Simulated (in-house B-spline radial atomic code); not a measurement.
**Excited states and polarisability of Pt¹⁶⁺ by several methods**

How far do the methods of linear response differ for Pt¹⁶⁺? Each gives excitation energies, polarisability and C6.

Program: in-house B-spline radial atomic code version 1. Level of theory: linear response of a closed shell, each method with its own adiabatic kernel; spin-free one-electron X2C, finite nucleus; B-spline basis; no spin-orbit coupling, no double excitations; only terms of natural parity, (−1)^L, with L up to 3 are computed. These are calculated values, not measurements, unless marked.

### 1 Starting point

```
element       : platinum (Z = 78)
charge        : +16
configuration : [Kr] 4d10 4f14 5s2
runs          : TDHF; PBE; OLYP; B97-1; BLYP; BP86
```

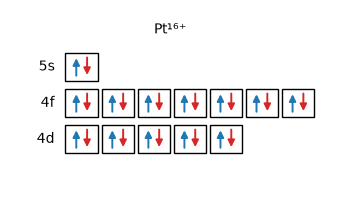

Outer shells as boxes.

Rows of excitations, here in order of energy, give L, multiplicity, 0 for full response or 1 for Tamm-Dancoff, hole, particle, weight of that channel, energy (hartree) and multipole strength; threshold is minus the highest occupied level of the method. polarisability lists the dipole (1), quadrupole (2) and octupole (3) values; f_sum adds the dipole strengths of the shells that respond, at most the outer three principal shells; real and imaginary give α at real and imaginary frequencies.

### 2 TDHF

Input settings:

```ini
Z = 78
electrons = 62.0
configuration = [Kr] 4d10 4f14 5s2
hamiltonian = x2c
method = hf
box_radius = 6.75
rms_radius = 5.427
intervals = 66
```

Command:

```bash
> python run_td.py task.json out
```

task.json lists these runs, among others, and the program works through them in turn.

From the run's result record (rounded, not every field):

```text
status: converged
c6 [hartree bohr^6]: 0.7080173
f_sum: 55.5983
imaginary [hartree, bohr^3]:
  u: [0.0, 2.1, 4.91, 8.41, 14.0, 21.0, 31.5, 49.1, 70.1, 105.0, 175.0, 350.0]
  alpha: [0.514658, 0.332379, 0.18074, 0.115384, 0.070159, 0.0435939, 0.0251715, 0.0128834, 0.00725594, 0.00367848, 0.00150191, 0.00041779]
real [hartree, bohr^3]: {"omega": [0.215, 0.537, 0.859, 1.18, 1.5, 1.72, 1.93], "alpha": [0.518339, 0.538866, 0.583575, 0.670404, 0.855417, 1.15073, 1.9956]}
excitations:
  - [1, 3, 0, "5s", "5p", 0.999, 1.766, 0.0]
  - [1, 3, 1, "5s", "5p", 1.0, 1.78207, 0.0]
  - [2, 3, 0, "4f", "5p", 0.999, 1.88555, 0.0]
  - [2, 3, 1, "4f", "5p", 1.0, 1.88851, 0.0]
  - [2, 1, 0, "4f", "5p", 0.999, 1.98928, 0.21759]
  - [2, 1, 1, "4f", "5p", 1.0, 1.99273, 0.23589]
  - [1, 1, 0, "5s", "5p", 0.99, 2.14825, 1.62]
  - [1, 1, 1, "5s", "5p", 0.995, 2.18038, 1.9434]
  - [2, 3, 0, "5s", "5d", 1.0, 4.50937, 0.0]
  - [2, 3, 1, "5s", "5d", 1.0, 4.5112, 0.0]
  - [1, 3, 0, "4f", "5d", 0.998, 4.61613, 0.0]
  - [1, 3, 1, "4f", "5d", 0.998, 4.61931, 0.0]
  - [2, 1, 0, "5s", "5d", 0.999, 4.67249, 3.2677]
  - [2, 1, 1, "5s", "5d", 0.999, 4.6769, 3.4001]
  - [3, 3, 0, "4f", "5d", 0.999, 4.73235, 0.0]
  - [3, 3, 1, "4f", "5d", 0.999, 4.73372, 0.0]
  - [3, 1, 0, "4f", "5d", 1.0, 4.77677, 0.35886]
  - [3, 1, 1, "4f", "5d", 1.0, 4.77732, 0.36263]
  - [1, 1, 0, "4f", "5d", 0.998, 4.82087, 1.0864]
  - [1, 1, 1, "4f", "5d", 0.997, 4.83237, 1.2333]
  - [0, 3, 0, "5s", "6s", 1.0, 6.6273, 0.0]
  - [0, 3, 1, "5s", "6s", 1.0, 6.62777, 0.0]
  - [0, 1, 0, "5s", "6s", 0.988, 6.69672, 0.0]
  - [0, 1, 1, "5s", "6s", 0.989, 6.69809, 0.0]
  - [3, 3, 0, "4f", "6s", 0.999, 6.89312, 0.0]
  - [3, 3, 1, "4f", "6s", 0.999, 6.89375, 0.0]
  - [3, 1, 0, "4f", "6s", 0.999, 6.90741, 0.089912]
  - [3, 1, 1, "4f", "6s", 0.999, 6.90788, 0.086291]
  - [3, 3, 0, "5s", "5f", 1.0, 7.22548, 0.0]
  - [3, 3, 1, "5s", "5f", 1.0, 7.22607, 0.0]
  - "... 66 more rows left out ..."
polarisability [au]: {"1": 0.5146579, "2": 0.2529889, "3": 0.1524792}
threshold [hartree]: 15.11982
highest [hartree]: ["5s", -15.11982]
lowest_empty [hartree]: -12.35903
responding_from_n: 3
orbital_gaps [hartree]: {"5s-6s": 7.317161, "5s-5p": 2.76079, "5s-5d": 5.414749, "5s-5f": 8.021514}
```

Run time: 4.6 s. Hardware: 1 thread of Arm Neoverse N1, shared host; peak memory 0.17 GiB.

Lowest ¹P state: 5s→5p ¹P at 58.457 eV, oscillator strength 1.62. Without spin-orbit coupling the levels of so heavy an atom are a model. α = 0.5147 bohr³.

The same in eV, as far as full and Tamm-Dancoff orders agree and the box is not felt:

| state | weight | full (eV) | Tamm-Dancoff (eV) | f |
| --- | --- | --- | --- | --- |
| 5s→5p ³P | 1.00 | 48.055 | 48.492 | - |
| 4f→5p ³D | 1.00 | 51.308 | 51.389 | - |
| 4f→5p ¹D | 1.00 | 54.131 | 54.225 | - |
| 5s→5p ¹P | 0.99 | 58.457 | 59.331 | 1.62 |
| 5s→5d ³D | 1.00 | 122.71 | 122.76 | - |
| 4f→5d ³P | 1.00 | 125.61 | 125.70 | - |
| 5s→5d ¹D | 1.00 | 127.14 | 127.26 | - |
| 4f→5d ³F | 1.00 | 128.77 | 128.81 | - |
| 4f→5d ¹F | 1.00 | 129.98 | 130.00 | - |
| 4f→5d ¹P | 1.00 | 131.18 | 131.50 | 1.09 |
| 5s→6s ³S | 1.00 | 180.34 | 180.35 | - |
| 5s→6s ¹S | 0.99 | 182.23 | 182.26 | - |
| 4f→6s ³F | 1.00 | 187.57 | 187.59 | - |
| 4f→6s ¹F | 1.00 | 187.96 | 187.97 | - |

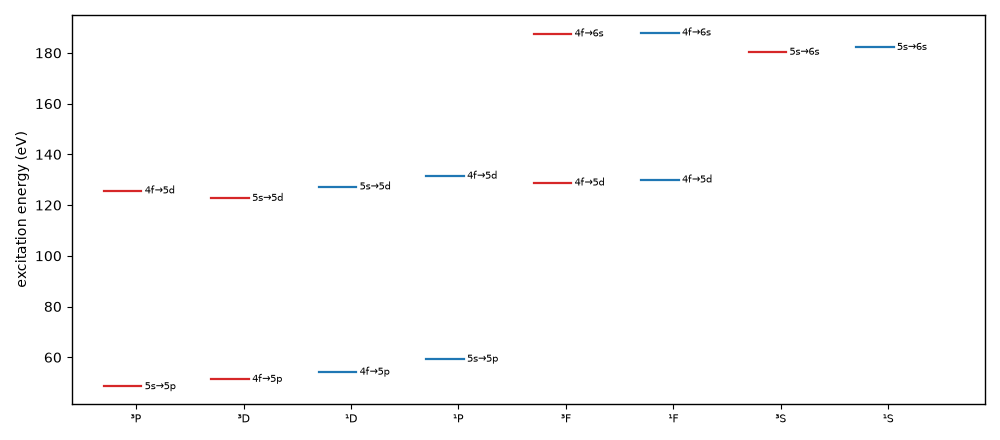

Term scheme from this run (Tamm-Dancoff energies where given); singlets blue, triplets red.

### 3 PBE

Changes to the settings of step 2:

```diff
@@ -4,3 +4,3 @@
 hamiltonian = x2c
-method = hf
+method = pbe,pbe
 box_radius = 6.75
```

From the record:

```text
status: converged
c6 [hartree bohr^6]: 0.6707282
f_sum: 55.5853
excitations:
  - [2, 3, 0, "4f", "5p", 0.999, 1.69759, 0.0]
  - [2, 3, 1, "4f", "5p", 1.0, 1.69915, 0.0]
  - [2, 1, 0, "4f", "5p", 0.999, 1.79356, 0.20941]
  - [2, 1, 1, "4f", "5p", 1.0, 1.79642, 0.22818]
  - [1, 3, 0, "5s", "5p", 0.999, 1.94029, 0.0]
  - [1, 3, 1, "5s", "5p", 1.0, 1.94288, 0.0]
  - [1, 1, 0, "5s", "5p", 0.99, 2.28487, 1.5927]
  - [1, 1, 1, "5s", "5p", 0.995, 2.32833, 2.0199]
  - "... 88 more rows left out ..."
polarisability [au]: {"1": 0.4785316, "2": 0.2600817, "3": 0.1535604}
threshold [hartree]: 14.61685
highest [hartree]: ["4f", -14.61685]
lowest_empty [hartree]: -12.87615
orbital_gaps [hartree]: {"4f-6s": 6.479031, "4f-5p": 1.740702, "4f-5d": 4.35936, "4f-5f": 7.06735}
```

Wall time 3.9 s (1 thread of Arm Neoverse N1, shared host); peak memory 0.18 GiB.

Lowest ¹P state: 5s→5p ¹P at 62.174 eV, oscillator strength 1.59. Without spin-orbit coupling the levels of so heavy an atom are a model. α = 0.4785 bohr³.

### 4 OLYP

Changes to the settings of step 3:

```diff
@@ -4,3 +4,3 @@
 hamiltonian = x2c
-method = pbe,pbe
+method = optx,lyp
 box_radius = 6.75
```

From the record:

```text
status: converged
c6 [hartree bohr^6]: 0.6738948
f_sum: 55.5883
excitations:
  - [2, 3, 0, "4f", "5p", 0.999, 1.75242, 0.0]
  - [2, 3, 1, "4f", "5p", 1.0, 1.75498, 0.0]
  - [2, 1, 0, "4f", "5p", 0.999, 1.85348, 0.21879]
  - [2, 1, 1, "4f", "5p", 1.0, 1.85585, 0.23499]
  - [1, 3, 0, "5s", "5p", 0.998, 1.90813, 0.0]
  - [1, 3, 1, "5s", "5p", 0.999, 1.91426, 0.0]
  - [1, 1, 0, "5s", "5p", 0.991, 2.27911, 1.6205]
  - [1, 1, 1, "5s", "5p", 0.996, 2.32008, 2.0344]
  - "... 88 more rows left out ..."
polarisability [au]: {"1": 0.4822796, "2": 0.257994, "3": 0.1525868}
threshold [hartree]: 14.67433
highest [hartree]: ["4f", -14.67433]
lowest_empty [hartree]: -12.86692
orbital_gaps [hartree]: {"4f-6s": 6.394173, "4f-5p": 1.807407, "4f-5d": 4.414497, "4f-5f": 7.073544}
```

Wall time 3.9 s (1 thread of Arm Neoverse N1, shared host); peak memory 0.18 GiB.

Lowest ¹P state: 5s→5p ¹P at 62.018 eV, oscillator strength 1.62. Without spin-orbit coupling the levels of so heavy an atom are a model. α = 0.4823 bohr³.

### 5 B97-1

Changes to the settings of step 4:

```diff
@@ -4,3 +4,3 @@
 hamiltonian = x2c
-method = optx,lyp
+method = b97_1
 box_radius = 6.75
```

From the record:

```text
status: converged
c6 [hartree bohr^6]: 0.6794078
f_sum: 55.5886
excitations:
  - [2, 3, 0, "4f", "5p", 0.999, 1.74891, 0.0]
  - [2, 3, 1, "4f", "5p", 1.0, 1.75053, 0.0]
  - [2, 1, 0, "4f", "5p", 0.999, 1.84329, 0.21387]
  - [2, 1, 1, "4f", "5p", 1.0, 1.84601, 0.23182]
  - [1, 3, 0, "5s", "5p", 0.999, 1.92392, 0.0]
  - [1, 3, 1, "5s", "5p", 1.0, 1.92749, 0.0]
  - [1, 1, 0, "5s", "5p", 0.99, 2.25612, 1.6078]
  - [1, 1, 1, "5s", "5p", 0.995, 2.29565, 2.0074]
  - [1, 3, 0, "4f", "5d", 0.999, 4.39136, 0.0]
  - [1, 3, 1, "4f", "5d", 0.999, 4.39283, 0.0]
  - [3, 3, 0, "4f", "5d", 1.0, 4.43111, 0.0]
  - [3, 3, 1, "4f", "5d", 1.0, 4.43169, 0.0]
  - "... 84 more rows left out ..."
polarisability [au]: {"1": 0.4865894, "2": 0.2583571, "3": 0.1528515}
threshold [hartree]: 14.80533
highest [hartree]: ["4f", -14.80533]
lowest_empty [hartree]: -12.76862
orbital_gaps [hartree]: {"4f-6s": 6.7395, "4f-5p": 2.036713, "4f-5d": 4.665844, "4f-5f": 7.354964}
```

Wall time 5.2 s (1 thread of Arm Neoverse N1, shared host); peak memory 0.18 GiB.

The first dipole-allowed state is 5s→5p ¹P, 61.392 eV (f = 1.61). Without spin-orbit coupling the levels of so heavy an atom are a model. α = 0.4866 bohr³.

### 6 BLYP

Changes to the settings of step 5:

```diff
@@ -4,3 +4,3 @@
 hamiltonian = x2c
-method = b97_1
+method = b88,lyp
 box_radius = 6.75
```

From the record:

```text
status: converged
c6 [hartree bohr^6]: 0.6697594
f_sum: 55.5855
excitations:
  - [2, 3, 0, "4f", "5p", 0.999, 1.67551, 0.0]
  - [2, 3, 1, "4f", "5p", 1.0, 1.67711, 0.0]
  - [2, 1, 0, "4f", "5p", 0.999, 1.77379, 0.20624]
  - [2, 1, 1, "4f", "5p", 1.0, 1.77684, 0.22575]
  - [1, 3, 0, "5s", "5p", 0.999, 1.92695, 0.0]
  - [1, 3, 1, "5s", "5p", 0.999, 1.93003, 0.0]
  - [1, 1, 0, "5s", "5p", 0.989, 2.28587, 1.5848]
  - [1, 1, 1, "5s", "5p", 0.995, 2.33006, 2.0167]
  - "... 88 more rows left out ..."
polarisability [au]: {"1": 0.477641, "2": 0.2609979, "3": 0.1545542}
threshold [hartree]: 14.60604
highest [hartree]: ["4f", -14.60604]
lowest_empty [hartree]: -12.8869
orbital_gaps [hartree]: {"4f-6s": 6.383392, "4f-5p": 1.719143, "4f-5d": 4.329807, "4f-5f": 7.014199}
```

Wall time 3.9 s (1 thread of Arm Neoverse N1, shared host); peak memory 0.18 GiB.

Lowest ¹P state: 5s→5p ¹P at 62.202 eV, oscillator strength 1.58. Without spin-orbit coupling the levels of so heavy an atom are a model. α = 0.4776 bohr³.

### 7 BP86

Changes to the settings of step 6:

```diff
@@ -4,3 +4,3 @@
 hamiltonian = x2c
-method = b88,lyp
+method = b88,p86
 box_radius = 6.75
```

From the record:

```text
status: converged
c6 [hartree bohr^6]: 0.674852
f_sum: 55.585
excitations:
  - [2, 3, 0, "4f", "5p", 0.999, 1.70313, 0.0]
  - [2, 3, 1, "4f", "5p", 1.0, 1.70468, 0.0]
  - [2, 1, 0, "4f", "5p", 0.999, 1.79829, 0.21257]
  - [2, 1, 1, "4f", "5p", 1.0, 1.8011, 0.23042]
  - [1, 3, 0, "5s", "5p", 0.999, 1.93974, 0.0]
  - [1, 3, 1, "5s", "5p", 1.0, 1.94262, 0.0]
  - [1, 1, 0, "5s", "5p", 0.99, 2.27989, 1.6029]
  - [1, 1, 1, "5s", "5p", 0.995, 2.32209, 2.0173]
  - "... 88 more rows left out ..."
polarisability [au]: {"1": 0.4812466, "2": 0.2605506, "3": 0.1527804}
threshold [hartree]: 14.62219
highest [hartree]: ["4f", -14.62219]
lowest_empty [hartree]: -12.87584
orbital_gaps [hartree]: {"4f-6s": 6.524071, "4f-5p": 1.746359, "4f-5d": 4.378465, "4f-5f": 7.10266}
```

Wall time 3.9 s (1 thread of Arm Neoverse N1, shared host); peak memory 0.18 GiB.

Lowest ¹P state: 5s→5p ¹P at 62.039 eV, oscillator strength 1.60. Without spin-orbit coupling the levels of so heavy an atom are a model. α = 0.4812 bohr³.

### 8 Summary of results

| run | threshold (eV) | 5s→5p ¹P (eV) | 5s→5p ³P, Tamm-Dancoff (eV) | α (bohr³) | C6 (hartree bohr⁶) | time |
| --- | --- | --- | --- | --- | --- | --- |
| TDHF | 411.43 | 58.457 | 48.492 | 0.5147 | 0.7080 | 4.6 s |
| PBE | 397.74 | 62.174 | 52.869 | 0.4785 | 0.6707 | 3.9 s |
| OLYP | 399.31 | 62.018 | 52.090 | 0.4823 | 0.6739 | 3.9 s |
| B97-1 | 402.87 | 61.392 | 52.450 | 0.4866 | 0.6794 | 5.2 s |
| BLYP | 397.45 | 62.202 | 52.519 | 0.4776 | 0.6698 | 3.9 s |
| BP86 | 397.89 | 62.039 | 52.862 | 0.4812 | 0.6749 | 3.9 s |

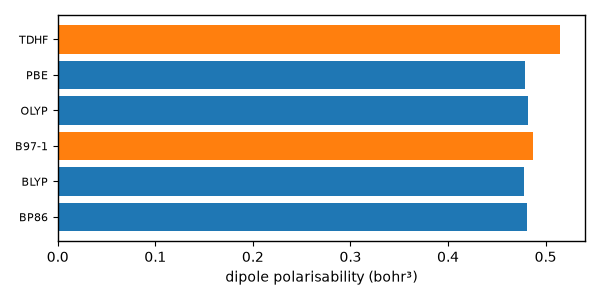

Polarisability by method; semilocal functionals blue, the others orange.

**Reading.** α runs from 0.478 (BLYP) to 0.515 bohr³ (TDHF). The semilocal functionals put the threshold at 397.45 to 399.31 eV, under Hartree-Fock's 411.43 eV, through self-interaction. Spin-orbit coupling, absent here, splits and mixes these terms strongly in an ion this highly charged, so they need not match single real levels.
